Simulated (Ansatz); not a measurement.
# AlBH (doublet): correlated methods under varied settings at angle Al2–B1–H3 = 180.0°

What do other methods and options give for AlBH (doublet) at this geometry, and how long do they take?

Program: Ansatz 0.2.0, Gaussian basis. Level of theory: the settings change from run to run. These are calculated values, not measurements.

12 further runs of the same task are left out: 11 that didn't finish, 1 set aside as unsound or not needed.

### Step 1. The geometry

The geometry derives from a PBE0/def2-TZVP stationary point (not a proven minimum). One angle is set to the value named; bond lengths are kept.

3 atoms, charge 0, spin multiplicity 2.

Atoms are counted from 1 here; the program's logs count them from 0.

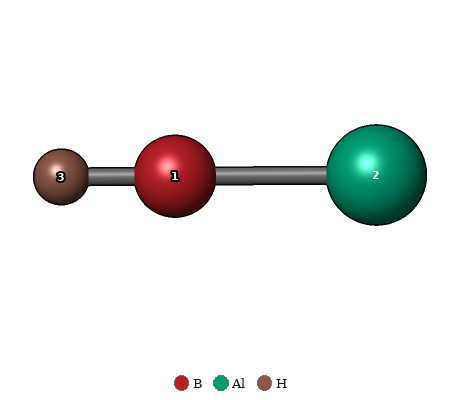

The geometry (boron red, aluminium teal, hydrogen brown); atoms are numbered from 1 in the order of the file.

### Step 2. CCSD on ROHF/def2-SVP

Input file in.yaml:

```yaml
crystal:
  periodic: [false, false, false]
  atoms:
    - {symbol: B, position_ang: [0.000000, 0.000000, 0.307972]}
    - {symbol: Al, position_ang: [0.000000, 0.000000, -1.812214]}
    - {symbol: H, position_ang: [0.000000, 0.000000, 1.504242]}
basis:
  gaussian: {orbitals: def2-SVP}
magnetization: {spin_polarized: false, initial_magnetization: 1}
correlation: {method: ccsd, electrons: outside_noble_gas, diis_vectors: 4}
```

Launch:

```console
> ansatz run in.yaml --threads 1 --pin off --events-out ev --progress --plain --max-ram 2393MiB
```

Output, cut to the lines that bear on the results:

```text
Functional definition: HF
  name "HF"
  cite "Fock, Z. Phys. 61, 126 (1930) doi:10.1007/BF01340294"
  parent pbe
[...]
355 factors; integrals over basis functions are off by at most 1.1e-3 eV
[...]
mean field -7264.32606130 eV, -266.9590588158 hartree, gradient 1.5e-6 eV, S^2 0.750000; 9 other end points of the search recorded, 0 dependent functions left out
[...]
determinant -7264.32606130 eV, -266.9590588158 hartree, with singles and doubles -7268.00887385 eV, -267.0943996805 hartree
determinant -7262.60360812 eV, -266.8957598288 hartree, with singles and doubles -7266.56743289 eV, -267.0414277022 hartree
determinant -7259.84384906 eV, -266.7943405541 hartree, with singles and doubles -7264.50303517 eV, -266.9655624856 hartree
6 core orbitals not correlated: weight in the atoms' cores, before any rotation towards them, 1.000 or more for the frozen orbitals, at most 0.000 for the correlated occupied ones
reference -7264.32606130 eV, -266.9590588158 hartree; 4, 3 occupied and 27, 28 virtual orbitals, 355 factors
second order -2.74907189 eV of doubles, -0.04035225 eV of singles
cycle   1  -3.68271234 eV  change    1.0e-4 eV  update   8.8e-4
[...]
cycle   7  -3.68284656 eV  change   -2.2e-6 eV  update   4.1e-6
Total energy: -7268.00890786 eV, -267.0944009305 hartree
```

It took 2 s on 1 thread of Intel Xeon Platinum 8375C at 2.90GHz, shared host.

From the report: correlation -3.6828 eV; T1 0.020; largest double amplitude 0.09.

### Step 3. MRCISD+Q(7,6)/STO-3G

Changes to in.yaml since step 2:

```diff
@@ -7,4 +7,5 @@
 basis:
-  gaussian: {orbitals: def2-SVP}
+  gaussian: {orbitals: STO-3G}
 magnetization: {spin_polarized: false, initial_magnetization: 1}
-correlation: {method: ccsd, electrons: outside_noble_gas, diis_vectors: 4}
+correlation: {method: fic_mrcisd_q, electrons: all, active_space: {window: {electrons: 7, orbitals: 6}, states: [{multiplicity: 2, weights: [1, 1]}]}}
+scf: {lower_state_search: light}
```

The command is unchanged.

Output, cut to the lines that bear on the results:

```text
Functional definition: HF
  name "HF"
  cite "Fock, Z. Phys. 61, 126 (1930) doi:10.1007/BF01340294"
  parent pbe
[...]
238 factors; integrals over basis functions are off by at most 4.2e-8 eV
[...]
mean field -7177.41924919 eV, -263.7652923781 hartree, gradient 1.6e-6 eV, S^2 0.750000; 8 other end points of the search recorded, 0 dependent functions left out
reference -7177.41924919 eV, -263.7652923781 hartree; 10, 9 occupied and 5, 6 virtual orbitals, 238 factors
state -7178.17446524 eV, -263.7930460560 hartree
state -7178.17446524 eV, -263.7930460560 hartree
contracted CI cycle   1: correlation 0.00000000 eV, 0.0000000000 hartree, residual 8.19e0 eV
contracted CI cycle   2: correlation -1.20161889 eV, -0.0441586797 hartree, residual 3.58e0 eV
contracted CI cycle   3: correlation -1.37878431 eV, -0.0506693888 hartree, residual 9.04e-1 eV
[...]
contracted CI cycle   8: correlation -1.02272144 eV, -0.0375843197 hartree, residual 1.74e-1 eV
contracted CI cycle   9: correlation -1.02373585 eV, -0.0376215987 hartree, residual 1.57e-1 eV
contracted CI cycle  10: correlation -1.02418313 eV, -0.0376380357 hartree, residual 7.77e-2 eV
contracted CI cycle  11: correlation -1.02427416 eV, -0.0376413812 hartree, residual 3.17e-2 eV
contracted CI cycle  12: correlation -1.02428810 eV, -0.0376418934 hartree, residual 1.19e-2 eV
contracted CI cycle  13: correlation -1.02428989 eV, -0.0376419590 hartree, residual 4.35e-3 eV
contracted CI cycle  14: correlation -1.02429016 eV, -0.0376419690 hartree, residual 1.99e-3 eV
state -7176.04224172 eV, -263.7146882869 hartree; corrected -7177.11086298 eV, -263.7539593940 hartree
state -7178.17446524 eV, -263.7930460560 hartree; corrected -7179.65079978 eV, -263.8473003499 hartree
state -7178.17446524 eV, -263.7930460560 hartree; corrected -7179.65079978 eV, -263.8473003499 hartree
[...]
Total energy: -7179.65079978 eV, -263.8473003499 hartree
```

It took 3.3 s on 1 thread of Intel Xeon Platinum 8375C at 2.90GHz, shared host.

From the report: 74 determinants; active occupations (of the averaged states) 2.00, 1.98, 1.97, 0.51, 0.51, 0.02.

### Step 4. CISD/pcseg-2

Input file in.yaml:

```yaml
crystal:
  periodic: [false, false, false]
  atoms:
    - {symbol: B, position_ang: [0.000000, 0.000000, 0.307972]}
    - {symbol: Al, position_ang: [0.000000, 0.000000, -1.812214]}
    - {symbol: H, position_ang: [0.000000, 0.000000, 1.504242]}
basis:
  gaussian: {orbitals: pcseg-2}
magnetization: {spin_polarized: false, initial_magnetization: 1}
correlation: {active_space: {ras: {orbitals: [3, 1, 68], electrons: 7, max_holes: 2, max_particles: 2}, fixed_orbitals: true}}
accuracy: high
```

Same command.

Output:

```text
Functional definition: HF
  name "HF"
  cite "Fock, Z. Phys. 61, 126 (1930) doi:10.1007/BF01340294"
  parent pbe
  exchange = exact_x
  correlation = 0
1134 factors; integrals over basis functions are off by at most 3.8e-9 eV
mean field evaluation 1: about -7266.4222 eV, gradient 9.5e0 eV
mean field evaluation 2: about -7266.4227 eV, gradient 9.5e0 eV
mean field evaluation 4: about -7267.1753 eV, gradient 9.1e-1 eV
mean field evaluation 8: about -7267.1850 eV, gradient 5.1e-4 eV
mean field evaluation 16: about -7255.5951 eV, gradient 2.4e1 eV
mean field evaluation 32: about -7262.6960 eV, gradient 2.6e-8 eV
mean field evaluation 64: about -7267.1850 eV, gradient 2.4e-4 eV
mean field evaluation 96: about -7265.4601 eV, gradient 7.2e-3 eV
mean field -7267.18500038 eV, -267.0641228889 hartree, gradient 2.3e-8 eV, S^2 0.750000; 7 other end points of the search recorded, 0 dependent functions left out
reference -7267.18500038 eV, -267.0641228889 hartree; 10, 9 occupied and 68, 69 virtual orbitals, 1134 factors
state -7271.05416535 eV, -267.2063120792 hartree
Total energy: -7271.05416535 eV, -267.2063120792 hartree
```

It took 6 s on 1 thread of Intel Xeon Platinum 8375C at 2.90GHz, shared host.

From the report: 31,925 determinants.

### Step 5. CISD/cc-pVDZ

Input file in.yaml:

```yaml
crystal:
  periodic: [false, false, false]
  atoms:
    - {symbol: B, position_ang: [0.000000, 0.000000, 0.307972]}
    - {symbol: Al, position_ang: [0.000000, 0.000000, -1.812214]}
    - {symbol: H, position_ang: [0.000000, 0.000000, 1.504242]}
basis:
  gaussian: {orbitals: cc-pVDZ}
magnetization: {spin_polarized: false, initial_magnetization: 1}
correlation: {active_space: {ras: {orbitals: [9, 1, 27], electrons: 19, max_holes: 2, max_particles: 2}, fixed_orbitals: true}}
```

Same command.

Output:

```text
Functional definition: HF
  name "HF"
  cite "Fock, Z. Phys. 61, 126 (1930) doi:10.1007/BF01340294"
  parent pbe
  exchange = exact_x
  correlation = 0
359 factors; integrals over basis functions are off by at most 7.8e-4 eV
mean field evaluation 1: about -7266.4740 eV, gradient 8.5e0 eV
mean field evaluation 2: about -7266.4877 eV, gradient 8.5e0 eV
mean field evaluation 4: about -7267.1469 eV, gradient 6.2e-1 eV
mean field evaluation 8: about -7267.1560 eV, gradient 7.3e-2 eV
mean field evaluation 16: about -7255.2532 eV, gradient 2.4e1 eV
mean field evaluation 32: about -7262.6120 eV, gradient 2.3e-1 eV
mean field evaluation 64: about -7265.4104 eV, gradient 1.2e-2 eV
mean field evaluation 96: about -7257.8389 eV, gradient 6.3e0 eV
mean field -7267.15619798 eV, -267.0630644202 hartree, gradient 2.0e-6 eV, S^2 0.750000; 6 other end points of the search recorded, 0 dependent functions left out
reference -7267.15619798 eV, -267.0630644202 hartree; 10, 9 occupied and 27, 28 virtual orbitals, 359 factors
state -7270.85400338 eV, -267.1989562625 hartree
Total energy: -7270.85400338 eV, -267.1989562625 hartree
```

It took 9 s on 1 thread of Intel Xeon Platinum 8375C at 2.90GHz, shared host.

From the report: 43,141 determinants.

### Step 6. CCSDT(Q) on UHF/6-31G

Input file in.yaml:

```yaml
crystal:
  periodic: [false, false, false]
  atoms:
    - {symbol: B, position_ang: [0.000000, 0.000000, 0.307972]}
    - {symbol: Al, position_ang: [0.000000, 0.000000, -1.812214]}
    - {symbol: H, position_ang: [0.000000, 0.000000, 1.504242]}
basis:
  gaussian: {orbitals: 6-31G}
magnetization: {spin_polarized: true, initial_magnetization: 1}
correlation: {method: ccsdt_q, electrons: outside_noble_gas}
accuracy: high
output: {forces: true}
```

Launched as before.

Output, cut to the lines that bear on the results:

```text
Functional definition: HF
  name "HF"
  cite "Fock, Z. Phys. 61, 126 (1930) doi:10.1007/BF01340294"
  parent pbe
[...]
515 factors; integrals over basis functions are off by at most 3.6e-9 eV
[...]
mean field -7266.30916568 eV, -267.0319365573 hartree, gradient 4.1e-8 eV, S^2 1.182015; 16 other end points of the search recorded, 0 dependent functions left out
determinant -7266.30916568 eV, -267.0319365573 hartree, with singles and doubles -7268.56332181 eV, -267.1147752673 hartree
determinant -7265.46984311 eV, -267.0010920220 hartree, with singles and doubles -7267.86993965 eV, -267.0892939429 hartree
determinant -7265.41233463 eV, -266.9989786244 hartree, with singles and doubles -7268.02537405 eV, -267.0950060519 hartree
determinant -7265.25887102 eV, -266.9933389405 hartree, with singles and doubles -7267.89465900 eV, -267.0902023622 hartree
[...]
6 core orbitals not correlated: weight in the atoms' cores, before any rotation towards them, 1.000 or more for the frozen orbitals, at most 0.000 for the correlated occupied ones
reference -7266.23006936 eV, -267.0290298212 hartree; 4, 3 occupied and 14, 15 virtual orbitals, 515 factors
second order -1.62731668 eV of doubles, -0.00000000 eV of singles
cycle   1  -2.07864956 eV  change   -4.5e-1 eV  update   7.8e-2
[...]
cycle  31  -2.43935053 eV  change   3.5e-10 eV  update  5.3e-10
perturbative correction -0.00335235 eV, -0.0001231966 hartree
[...]
Total energy: -7268.67277224 eV, -267.1187974963 hartree
Atom 0 at     0.000000     0.000000     0.307972 Å, force     0.000000    -0.000000     0.728561 eV/Å
Atom 1 at     0.000000     0.000000    -1.812214 Å, force    -0.000000     0.000000    -1.099293 eV/Å
Atom 2 at     0.000000     0.000000     1.504242 Å, force    -0.000000     0.000000     0.370732 eV/Å
Dipole moment:     0.000000    -0.000000     0.245540 e Å
```

Wall time 11 s (1 thread of Intel Xeon Platinum 8375C at 2.90GHz, shared host).

From the report: ⟨S²⟩ of the determinant 0.758 (pure doublet: 0.75); correlation -2.4427 eV; T1 0.023; largest double amplitude 0.12.

### Step 7. BCCD/cc-pVDZ

Changes to in.yaml since step 6:

```diff
@@ -7,6 +7,5 @@
 basis:
-  gaussian: {orbitals: 6-31G}
+  gaussian: {orbitals: cc-pVDZ}
 magnetization: {spin_polarized: true, initial_magnetization: 1}
-correlation: {method: ccsdt_q, electrons: outside_noble_gas}
-accuracy: high
-output: {forces: true}
+hamiltonian: {xc: {name: r2SCAN}}
+correlation: {method: bccd, electrons: all}
```

Launched as before.

Output, cut to the lines that bear on the results:

```text
Functional definition: r2SCAN
  name "r2SCAN"
  cite "Furness, Kaplan, Ning, Perdew & Sun, J. Phys. Chem. Lett. 11, 8208 (2020) doi:10.1021/acs.jpclett.0c02405"
  cite "Furness, Kaplan, Ning, Perdew & Sun, J. Phys. Chem. Lett. 11, 9248 (2020) doi:10.1021/acs.jpclett.0c03077"
  parent r2scan
[...]
359 factors; integrals over basis functions are off by at most 7.8e-4 eV
[...]
mean field -7284.06564488 eV, -267.6844751322 hartree, gradient 2.1e-6 eV, S^2 1.346865; 20 other end points of the search recorded, 0 dependent functions left out
reference -7267.04436321 eV, -267.0589545685 hartree; 10, 9 occupied and 27, 28 virtual orbitals, 359 factors
second order -2.93715505 eV of doubles, -0.17693815 eV of singles
cycle   1  -3.61868063 eV  change   -5.0e-1 eV  update   7.3e-2
[...]
cycle  20  -4.06862340 eV  change   -6.9e-6 eV  update   1.8e-5
Total energy: -7271.11298661 eV, -267.2084737205 hartree
```

It took 12 s on 1 thread of Intel Xeon Platinum 8375C at 2.90GHz, shared host.

From the report: ⟨S²⟩ of the determinant 1.347 (pure doublet: 0.75); correlation -4.0686 eV; largest double amplitude 0.09. The determinant is far from a pure spin state, so its energy mixes those of several spin states (harmless only where they are near-degenerate, as at dissociation).

### Step 8. All runs side by side

Where basis and cores are those of an earlier FCI/6-31G run (-7268.6741 eV), and the state is the same kind, the miss against it is given.

```csv
level,correlated,functions,energy (eV),from FCI (meV),time
CCSD on ROHF/def2-SVP,outside noble gas,37,-7268.0089,,2 s
"MRCISD+Q(7,6)/STO-3G (mean of several states)",all,15,-7179.6508,,3.3 s
CISD/pcseg-2,outside noble gas,78,-7271.0542,,6 s
CISD/cc-pVDZ,all,37,-7270.8540,,9 s
CCSDT(Q) on UHF/6-31G,outside noble gas,24,-7268.6728,1.4,11 s
BCCD/cc-pVDZ (on r2SCAN orbitals),all,37,-7271.1130,,12 s
```

### Step 9. What came out

| quantity | value |
| --- | --- |
| runs | 6 |
| quickest | CCSD on ROHF/def2-SVP, 2 s |
| slowest | BCCD/cc-pVDZ (on r2SCAN orbitals), 12 s |

What this shows: Total energies in different bases, with other cores or another treatment of relativity can't be set against each other. BCCD/cc-pVDZ (on r2SCAN orbitals) took 6 times as long as CCSD on ROHF/def2-SVP; the jobs differ in more than the method.
